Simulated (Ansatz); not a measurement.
**C₂H₇SZn (SMILES C[S+](C)[ZnH]) (charge +1): density, localisation and related maps**

Input

```
crystal:
  periodic: [false, false, false]
  atoms:
    - symbol: C
      position_ang: [0.428518, -0.125490, -1.581745]
    - symbol: C
      position_ang: [0.659251, 0.238915, 1.223140]
    - symbol: S
      position_ang: [0.087658, -0.961384, -0.009502]
    - symbol: Zn
      position_ang: [-2.235454, -0.886287, 0.171932]
    - symbol: H
      position_ang: [1.520199, -0.043860, -1.676025]
    - symbol: H
      position_ang: [-0.036804, 0.867742, -1.628054]
    - symbol: H
      position_ang: [0.050883, -0.772299, -2.385533]
    - symbol: H
      position_ang: [0.429205, -0.174595, 2.214671]
    - symbol: H
      position_ang: [0.186854, 1.220888, 1.089907]
    - symbol: H
      position_ang: [1.749959, 0.318915, 1.116960]
    - symbol: H
      position_ang: [-3.750648, -0.819029, 0.287889]
basis:
  gaussian:
    orbitals: def2-TZVPD
total_charge: 1
hamiltonian:
  xc: pbe0
output:
  forces: true
  orbitals: {seedname: orbitals}
```

Launched as:

```sh
ansatz run input.yaml --threads 2 --pin off --max-ram 4350MiB --events-out events.jsonl --progress --plain --runs-dir runs
```

Geometry: PBE0-D3(BJ)/def2-SVP.

Level of theory: isolated molecule in a Gaussian basis; Kohn-Sham density functional theory, functional PBE0 in Ansatz.

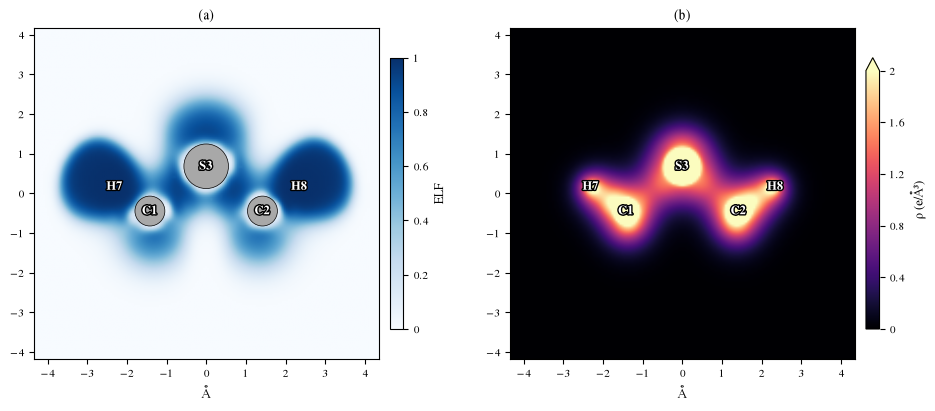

Figure 1. (a) electron localisation function; (b) total electron density on the plane of atoms C1, S3 and C2. Grey discs cover the atomic cores in the ELF map.

### Describe what can be read from this map.

- The plane passes through C, S and H nuclei.
- C–S (1.81 Å): ρ at the midpoint is about 1.2 e/Å³; the ELF peaks at about 0.90 between the atoms (a shared electron pair).
- C–H (1.10 Å): ρ is about 2 e/Å³ halfway; the ELF climbs to about 1 towards the hydrogen, as it does in any bond to H (an ordinary covalent bond to hydrogen).

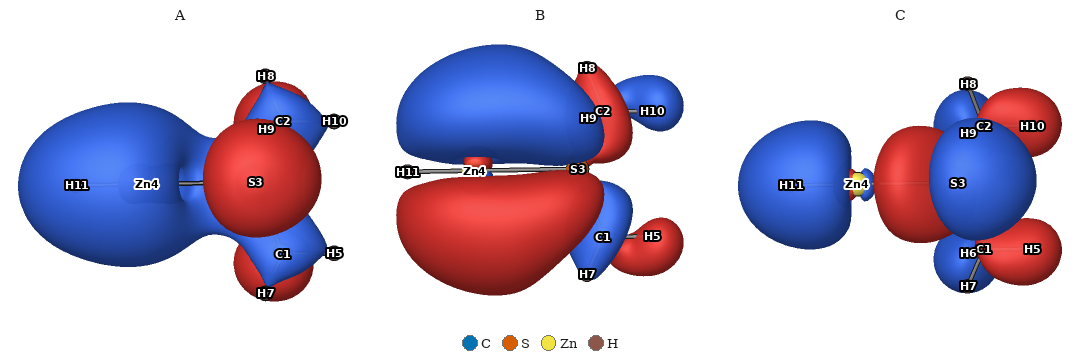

Figure 2. Three frontier orbitals at ±0.06 Å⁻³ᐟ² (blue and red are the two phases), in no order.

### Which picture is the HOMO−1, the HOMO and the LUMO?

A is the HOMO−1 (−14.09 eV). Its weight (Hirshfeld) is mainly on Zn4 (about 35 %), H11 (about 25 %) and S3 (about 25 %). C is the HOMO (−13.09 eV). By Hirshfeld shares it lies mainly on S3 (about 45 %), H11 (about 20 %) and Zn4 (about 15 %). B is the LUMO (−5.83 eV). By Hirshfeld shares it lies mainly on Zn4 (about 55 %), S3 (about 20 %), C2 (about 5 %) and C1 (about 5 %).

### What is the HOMO–LUMO gap?

7.26 eV between the orbital energies.
